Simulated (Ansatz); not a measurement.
The calculation's input:

```
crystal:
  periodic: [false, false, false]
  atoms:
    - { symbol: B, position_ang: [0.0, 0.0, 0.0] }
    - { symbol: O, position_ang: [0.0, 0.0, 1.76] }
    - { symbol: H, position_ang: [-0.9095, -0.2814, 2.0971] }
    - { symbol: H, position_ang: [1.0305, 0.0, -0.595] }
    - { symbol: H, position_ang: [-1.0305, 0.0, -0.595] }
    - { symbol: Br, position_ang: [0.1049, 2.2181, 0.7379] }
    - { symbol: H, position_ang: [0.0529, 1.119, 1.7348] }
basis:
  gaussian: { orbitals: def2-SVP }
hamiltonian:
  xc: b3lyp
  dispersion: d4
relax:
  f_tol: 0.15
  max_steps: 25
  restrain:
    - { distance: [0, 5], at: 2.04, k: 30.0 }
    - { distance: [6, 1], at: 1.01, k: 30.0 }
    - { distance: [0, 1], at: 2.61, k: 30.0 }
    - { distance: [6, 5], at: 2.75, k: 30.0 }
output:
  orbitals: {}
```

Run with:

```sh
ansatz run input.yaml --threads 1 --pin off --max-ram 2048MiB --backend cpu --events-out ev --progress --plain --runs-dir out
```

The fields are those of the run's last geometry, not of the input's.

Not at a stationary point (largest force 1.1 eV/Å).

Level of theory: Ansatz 0.2.0, RKS B3LYP-D4/def2-SVP.

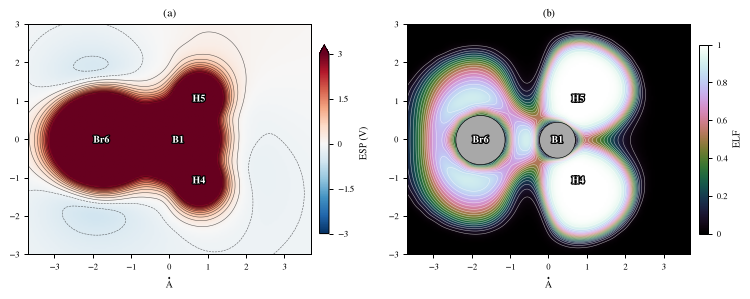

BBrH₂···H₂O. (a) electrostatic potential; (b) electron localisation function on the plane of atoms H5, B1 and Br6. Grey discs cover the atomic cores in the ELF map.

### What does the map show?

Atoms in the plane: B, H and Br. B–Br (2.01 Å): the ELF peaks at about 0.90 between the atoms; a polar covalent bond. B–H (1.20 Å): the ELF climbs to about 1 towards the hydrogen, as it does in any bond to H: an ordinary covalent bond to hydrogen. The ELF also peaks beside Br6, away from the bonds: lone-pair regions. Outside the dense part of the complex the potential is most negative (−0.6 V) near Br6.
